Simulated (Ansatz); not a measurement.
**SiH2SF (SMILES F[SiH]S): UPBE/STO-3G**

What is the vertical doublet–quartet gap of SiH2SF at UPBE/STO-3G? 

The results are computed with Ansatz 0.2.0.

72 further runs of the same task are left out: 4 that didn't finish, 68 set aside as unsound or not needed.

## Step 1: The structure to begin with

SiH2SF: 5 atoms, total charge 0, spin state doublet. SMILES: `F[SiH]S`. The shape is that of a PBE0-D4/def2-TZVP optimisation. This is one conformer, not always the lowest.

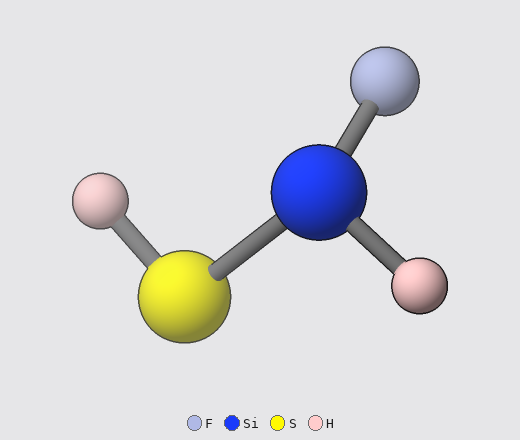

The structure, seen from a chosen angle (fluorine light blue, silicon blue, sulfur yellow, hydrogen pink).

## Step 2: A single-point energy at UPBE/STO-3G

Contents of molecule.yaml:

```yaml
crystal:
  periodic: [false, false, false]
  atoms:
    - {symbol: F, position_ang: [-1.242300, -0.527200, 1.134200]}
    - {symbol: Si, position_ang: [-0.629400, -0.168000, -0.303300]}
    - {symbol: S, position_ang: [1.400700, 0.438500, -0.191800]}
    - {symbol: H, position_ang: [-0.621800, -1.416500, -1.115500]}
    - {symbol: H, position_ang: [1.142700, 1.599500, 0.435000]}
basis:
  gaussian:
    orbitals: STO-3G
magnetization:
  spin_polarized: true
  initial_magnetization: 1
hamiltonian:
  xc: pbe
accuracy: high
```

The run is started by

```
$ ansatz run molecule.yaml --threads 1 --pin off --max-ram 2610MiB --events-out events.jsonl --progress --plain --runs-dir runs
```

Log:

```text
Warning: RAYON_NUM_THREADS=1 ignored (pool sized by the plan → 1); use --threads N
Functional definition: PBE
  name "PBE"
  parameter kappa = 0.804
  parameter beta = 0.06672455060314922
  exchange = pbe_x(kappa = kappa, mu = beta*pi^2/3)
  correlation = pbe_c(beta = beta)
461 factors; integrals over basis functions are off by at most 2.7e-8 eV
mean field evaluation 1: about -21197.6288 eV, gradient 1.1e1 eV
mean field evaluation 2: about -21195.8190 eV, gradient 2.0e1 eV
mean field evaluation 4: about -21198.6018 eV, gradient 1.5e0 eV
mean field evaluation 8: about -21198.5903 eV, gradient 3.0e-2 eV
mean field evaluation 16: about -21198.5903 eV, gradient 2.4e-7 eV
mean field -21198.59029393 eV, -779.0338243815 hartree, gradient 3.5e-8 eV, S^2 0.750543; 0 other end points of the search recorded, 0 dependent functions left out
reference -21198.59029564 eV, -779.0338244443 hartree; 21, 20 occupied and 4, 5 virtual orbitals, 461 factors
Total energy: -21198.59029564 eV, -779.0338244443 hartree
```

It took 2.4 s on 1 thread of Arm Neoverse V1, shared host; peak memory 0.14 GiB.

## Step 3: The quartet at the same level

Contents of input.yaml:

```yaml
crystal:
  periodic: [false, false, false]
  atoms:
    - {symbol: F, position_ang: [-1.242300, -0.527200, 1.134200]}
    - {symbol: Si, position_ang: [-0.629400, -0.168000, -0.303300]}
    - {symbol: S, position_ang: [1.400700, 0.438500, -0.191800]}
    - {symbol: H, position_ang: [-0.621800, -1.416500, -1.115500]}
    - {symbol: H, position_ang: [1.142700, 1.599500, 0.435000]}
basis:
  gaussian:
    orbitals: STO-3G
magnetization:
  spin_polarized: true
  initial_magnetization: 3
hamiltonian:
  xc: {name: PBE}
accuracy: high
```

The run is started by

```
$ ansatz run input.yaml --threads 1 --pin off --max-ram 2610MiB --events-out events.jsonl --progress --plain --runs-dir runs
```

Log (excerpt; [...] marks lines left out):

```text
Warning: RAYON_NUM_THREADS=1 ignored (pool sized by the plan → 1); use --threads N
[... 6 set-up lines as earlier in the session ...]
461 factors; integrals over basis functions are off by at most 2.7e-8 eV
mean field evaluation 1: about -21188.9764 eV, gradient 1.1e1 eV
mean field evaluation 2: about -21181.1924 eV, gradient 3.4e1 eV
mean field evaluation 4: about -21189.5353 eV, gradient 9.9e0 eV
mean field evaluation 8: about -21190.3485 eV, gradient 7.1e-1 eV
mean field evaluation 16: about -21190.3423 eV, gradient 9.9e-4 eV
mean field evaluation 32: about -21180.2296 eV, gradient 2.5e1 eV
mean field evaluation 64: about -21190.2772 eV, gradient 1.4e0 eV
mean field -21190.34232176 eV, -778.7307169946 hartree, gradient 3.2e-8 eV, S^2 3.751066; 6 other end points of the search recorded, 0 dependent functions left out
reference -21190.34232347 eV, -778.7307170577 hartree; 22, 19 occupied and 3, 6 virtual orbitals, 461 factors
Total energy: -21190.34232347 eV, -778.7307170577 hartree
```

Run time: 5.7 s. Hardware: 1 thread of Arm Neoverse V1, shared host; peak memory 0.14 GiB.

## Step 4: Outcome

Level: UPBE/STO-3G.

| quantity | value |
| --- | --- |
| doublet: total energy | -779.03382 Eh |
| doublet: ⟨S²⟩ | 0.751 |
| quartet: total energy | -778.73072 Eh |
| quartet: ⟨S²⟩ | 3.751 |
| vertical energy of the quartet above the doublet | 8.248 eV |

What this shows: At this shape the quartet lies 8.25 eV (190 kcal/mol) above the doublet. In a minimal basis such a difference can be off by several eV, whatever the method.
